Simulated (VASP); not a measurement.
Band structure of SiO2 (space group P4_2/mnm). Computed with PBE GGA, VASP's PBE PAW potentials (set 64) (plane waves; VASP).

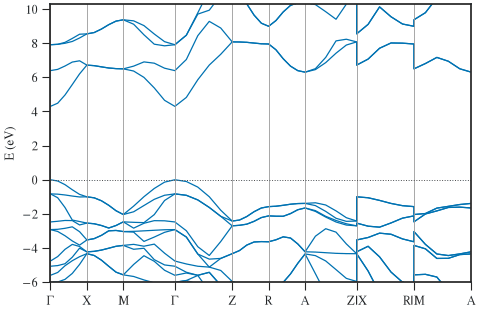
Figure: Bands along high-symmetry lines, zero at the valence-band maximum or, without a gap, the Fermi level

### Question
Read the plot: is there a gap, and where are the band edges?

### Answer
The gap is direct, 4.30 eV, from the valence maximum at Γ to the conduction minimum at Γ.

The structure comes from a computed database's SiO2 entry; how it stands against other phases isn't given here. The cell was not relaxed at this level.
